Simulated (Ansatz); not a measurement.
**SiH₃+ (triplet): wave-function methods side by side at distance Si1–H3 = 2.757 Å, cc-pVDZ**

Aim: climb from Hartree-Fock through coupled cluster and multireference methods for SiH₃+ (triplet) at one geometry and basis, and see what each rung misses.

Program: Ansatz 0.2.0, Gaussian basis. Level of theory: cc-pVDZ, core rule «outside noble gas», up to 5 orbitals frozen. These are calculated values, not measurements.

The runs, in order: UHF; CCSD(T) on ROHF; CCSD(T) on UHF; BCCD(T) on ROHF; CISD; CCSDT(Q) on ROHF; CCSDT(Q) on UHF; CASSCF and MRCISD+Q, 4 electrons in 4 orbitals; CASSCF and NEVPT2, 4 electrons in 4 orbitals; CASSCF and MRCISD+Q, 6 electrons in 7 orbitals; CASSCF and MRCISD+Q(relaxed), 6 electrons in 7 orbitals; CASSCF and NEVPT2, 6 electrons in 7 orbitals; Full CI.

15 further runs of the same task are left out: 11 that didn't finish, 4 set aside as unsound or not needed.

## (1) What is computed

The geometry derives from a PBE0/def2-TZVP stationary point (not a proven minimum). One bond is set to the value named and the two fragments are kept rigid.

4 atoms, charge 1, spin multiplicity 3.

Atoms are counted from 1 here; the program's logs count them from 0.

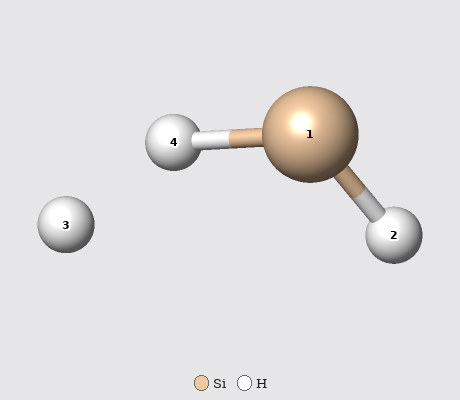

The structure; silicon light orange, hydrogen white; atoms are numbered from 1 in the order of the file.

## (2) UHF

File in.yaml:

```yaml
crystal:
  periodic: [false, false, false]
  atoms:
    - {symbol: Si, position_ang: [-0.008932, 0.075730, -0.110978]}
    - {symbol: H, position_ang: [-0.008932, -1.217417, -0.855710]}
    - {symbol: H, position_ang: [0.706062, -0.571057, 2.471947]}
    - {symbol: H, position_ang: [-0.448253, -0.321682, 1.476076]}
basis:
  gaussian: {orbitals: cc-pVDZ}
total_charge: 1
magnetization: {spin_polarized: true, initial_magnetization: 2}
hamiltonian: {xc: hf}
output: {orbitals: {seedname: orbitals}}
```

Launch:

```sh
$ ansatz run in.yaml --threads 1 --pin off --events-out ev --progress --plain --max-ram 2393MiB
```

After this run come: CCSD(T) on ROHF; CCSD(T) on UHF; BCCD(T) on ROHF; CISD; CCSDT(Q) on ROHF; CCSDT(Q) on UHF; CASSCF and MRCISD+Q, 4 electrons in 4 orbitals; CASSCF and NEVPT2, 4 electrons in 4 orbitals; CASSCF and MRCISD+Q, 6 electrons in 7 orbitals; CASSCF and MRCISD+Q(relaxed), 6 electrons in 7 orbitals; CASSCF and NEVPT2, 6 electrons in 7 orbitals; Full CI.

Q: Predict the results of all the runs planned. Wanted: FCI from the RHF energy; RMP2 from FCI; UMP2 from FCI; RCCSD from FCI; RCCSD(T) from FCI; UCCSD(T) from FCI; RCCSDT(Q) from FCI; UCCSDT(Q) from FCI; NEVPT2 pair from FCI.

As calculated:

| quantity | value |
| --- | --- |
| FCI from the ROHF energy | -2.6654 eV |
| RMP2 from FCI | +780.7 meV |
| UMP2 from FCI | +759.1 meV |
| RCCSD from FCI | +92.7 meV |
| RCCSD(T) from FCI | +31.7 meV |
| UCCSD(T) from FCI | +31.3 meV |
| RCCSDT(Q) from FCI | +0.3 meV |
| UCCSDT(Q) from FCI | -0.2 meV |
| NEVPT2 pair from FCI | +690.2 meV |
| MRCISD+Q pair from FCI | +21.9 meV |
| NEVPT2 valence from FCI | +438.1 meV |
| levels within 1 kcal/mol (43 meV) | RCCSD(T), UCCSD(T), BCCD(T), RCCSDT, UCCSDT, RCCSDT(Q), UCCSDT(Q), MRCISD+Q pair, MRCISD+Q valence, MRCISD+Q(relaxed) valence |
| T1 diagnostic | 0.046 |
| effectively unpaired electrons | 2.05 |

**Reading.** RCCSD(T) lands +31.7 meV from the yardstick (1.2 % of the correlation energy). MRCISD+Q(relaxed) valence falls below full CI: the +Q correction isn't variational, and the cores differ from full CI's. The occupations are near whole numbers, but T1 = 0.046 shows that the orbitals relax strongly. Of the multireference levels listed MRCISD+Q valence comes nearest in total energy (+11.9 meV), which doesn't show that its space is the better one. These misses are within one basis, not against nature; the frozen cores of restricted and unrestricted runs differ, which can shift their rows.

Levels on UHF freeze UHF's core orbitals, full CI those of ROHF, so the U rows can settle a little off it for that reason alone.

With open shells the CI space here admits some triples and quadruples, so it is larger than plain CISD.
